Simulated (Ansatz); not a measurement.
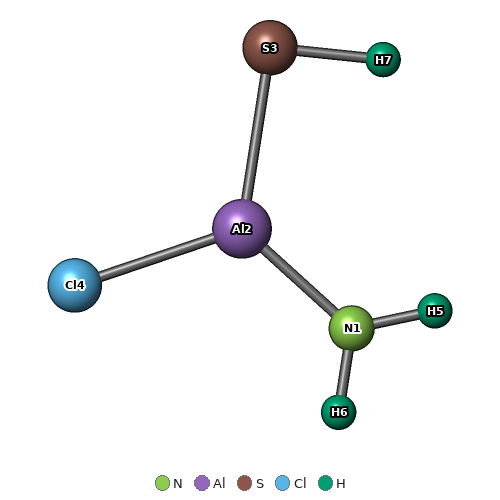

The system is AlClH₃NS, SMILES [NH2][Al]([SH])[Cl]; the picture shows the reference structure. Coordinates scanned: (1) bond length N1–Al2; (2) dihedral H5–N1–Al2–S3. Nothing is relaxed (all other coordinates rigid). Grid: 15 × 15 points; 207 points were computed and 18 follow by symmetry. Energies are in kJ/mol, from the lowest grid point. Theory: RKS PBE0-D4/def2-TZVP in Ansatz.

Its coordinates:

```xyz
7

N    -0.5990    1.0465    0.1380
Al   -0.1903   -0.6038   -0.2929
S     1.7424   -1.5063    0.1204
Cl   -1.6221   -1.7835   -1.2556
H     0.0082    1.7012    0.6017
H    -1.4945    1.4651   -0.0538
H     2.2165   -0.3872    0.6966
```

Range: bond length N1–Al2 from 1.508 to 2.456 Å; dihedral H5–N1–Al2–S3 from −180 to 156°.

> What landscape does the calculation give?

The lowest grid point is at bond length N1–Al2 = 1.779 Å, dihedral H5–N1–Al2–S3 = −180°; the map holds 2 wells of about this depth. The highest grid point, bond length N1–Al2 = 2.456 Å, dihedral H5–N1–Al2–S3 = 84°, lies 255 kJ/mol above the lowest. On the interpolated surface the easiest way out of the lowest well to a well of about the same depth near bond length N1–Al2 = 1.779 Å, dihedral H5–N1–Al2–S3 = −12° passes a barrier of about 28 kJ/mol. Round the minimum the two coordinates are nearly uncoupled.

| dihedral H5–N1–Al2–S3 ↓, bond length N1–Al2 → | 1.508 | 1.576 | 1.644 | 1.711 | 1.779 | 1.847 | 1.914 | 1.982 | 2.050 | 2.117 | 2.185 | 2.253 | 2.320 | 2.388 | 2.456 |
| --- | --- | --- | --- | --- | --- | --- | --- | --- | --- | --- | --- | --- | --- | --- | --- |
| 156 | 122 | 59 | 23 | 6 | 4 | 13 | 29 | 50 | 75 | 102 | 130 | 159 | 188 | 217 | 246 |
| 132 | 136 | 72 | 35 | 18 | 15 | 23 | 38 | 58 | 82 | 109 | 137 | 165 | 194 | 222 | 250 |
| 108 | 149 | 84 | 46 | 29 | 25 | 32 | 46 | 66 | 90 | 115 | 143 | 171 | 199 | 227 | 254 |
| 84 | 153 | 87 | 49 | 31 | 27 | 34 | 48 | 68 | 91 | 117 | 144 | 172 | 200 | 228 | 255 |
| 60 | 143 | 79 | 41 | 24 | 20 | 28 | 42 | 62 | 86 | 112 | 140 | 168 | 196 | 225 | 252 |
| 36 | 129 | 65 | 28 | 11 | 9 | 17 | 33 | 53 | 78 | 105 | 133 | 162 | 191 | 219 | 248 |
| 12 | 118 | 55 | 19 | 3 | 1 | 10 | 26 | 47 | 72 | 99 | 128 | 157 | 186 | 216 | 244 |
| −12 | 118 | 55 | 19 | 3 | 1 | 10 | 26 | 47 | 72 | 99 | 128 | 157 | 186 | 216 | 244 |
| −36 | 129 | 65 | 28 | 11 | 9 | 17 | 33 | 53 | 78 | 105 | 133 | 162 | 191 | 219 | 248 |
| −60 | 143 | 79 | 41 | 24 | 20 | 28 | 42 | 62 | 86 | 112 | 140 | 168 | 196 | 225 | 252 |
| −84 | 153 | 87 | 49 | 31 | 27 | 34 | 48 | 68 | 91 | 117 | 144 | 172 | 200 | 228 | 255 |
| −108 | 149 | 84 | 46 | 29 | 25 | 32 | 46 | 66 | 90 | 115 | 143 | 171 | 199 | 227 | 254 |
| −132 | 136 | 72 | 35 | 18 | 15 | 23 | 38 | 58 | 82 | 109 | 137 | 165 | 194 | 222 | 250 |
| −156 | 122 | 59 | 23 | 6 | 4 | 13 | 29 | 50 | 75 | 102 | 130 | 159 | 188 | 217 | 246 |
| −180 | 117 | 54 | 18 | 2 | 0 | 9 | 25 | 46 | 72 | 99 | 128 | 157 | 186 | 215 | 244 |

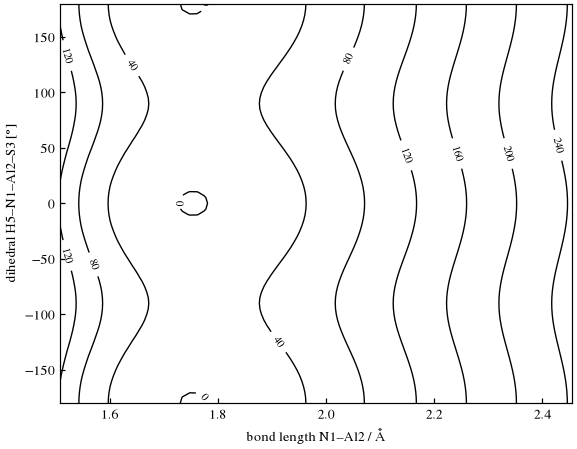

In the figure: contour lines labelled in kJ/mol. Between grid points the surface is interpolated.

Time for the 207 points that were run: 7.6 min on 1 thread of AMD EPYC 9R45 96-Core Processor (Zen 5), with other jobs on the host.
